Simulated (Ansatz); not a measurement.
# Direct or indirect: C (Fd-3m)

Space group Fd-3m:1 (No. 227). a = 3.567 Å, b = 3.567 Å, c = 3.567 Å, α = 90.00°, β = 90.00°, γ = 90.00°
```
atom  site  symmetry       x       y       z
   C    8a      -43m  0.2500  0.2500  0.2500
```

Method: Ansatz, PBE, independent particles, without spin-orbit coupling, line width 0.15 eV (Gaussian). The band structure gives a fundamental gap of 4.16 eV. The spectrum of vertical transitions near the edge:

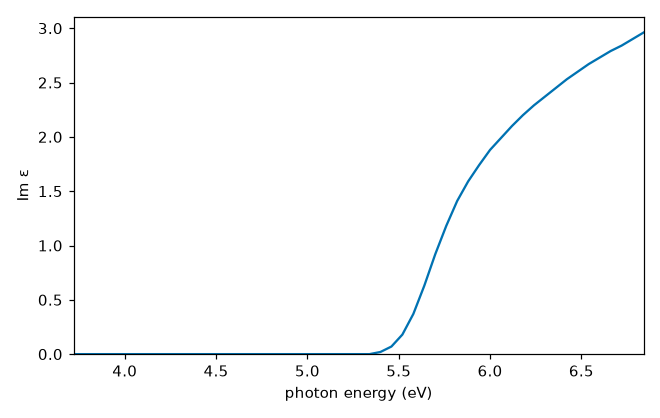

Q: Is the gap direct or indirect, and about where do vertical transitions set in?

A: Indirect, by the band path, whose least direct gap is 5.59 eV. The curves fit this: they stay near zero above 4.16 eV and rise only from about 5.6 eV, though a forbidden direct transition would look alike. Lines are broadened by 0.15 eV, which spreads the edge, and phonons, which would give weak absorption from the fundamental gap up, are left out.

[Logs are printed without paths, hosts, clocks, repeated set-up lines and the standing remarks that a program may print on its own settings, such as how far it seeks lower states.]
